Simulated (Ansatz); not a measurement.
```xyz
11

Zr   -0.2442   -0.0885    0.1121
Cl    0.3168   -0.3019    2.4524
F     1.5429    0.2728   -0.4823
F    -1.0755    1.2957   -0.9336
N    -0.7463   -1.8882   -0.6497
H    -0.4079   -2.7792   -0.2901
H    -1.1472   -2.0469   -1.5723
N    -2.4219    0.1823    1.1534
H    -3.1874    0.0473    0.4922
H    -2.5367    1.1188    1.5435
H    -2.5542   -0.4721    1.9247
```

Core potentials replace the inner electrons of Zr.

These are results of Ansatz, RKS PBE0-D4/def2-SVP, not measurements.

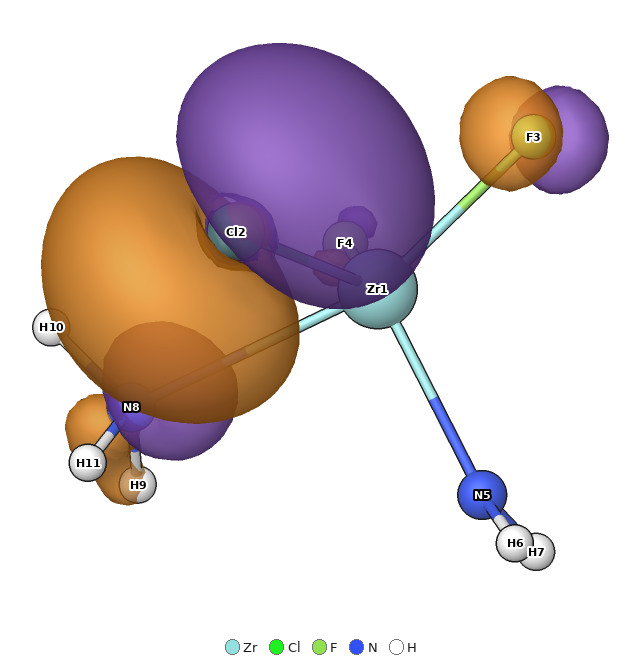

ClF2H5N2Zr. The HOMO−1 at ±0.1 Å⁻³ᐟ² (orange and purple are the two phases), seen at a tilt.

Describe this orbital and give its energy.

Answer. Its weight (Hirshfeld) is mainly on Cl2 (about 85 %); largely a lone pair of Cl2. Its energy is −8.43 eV.
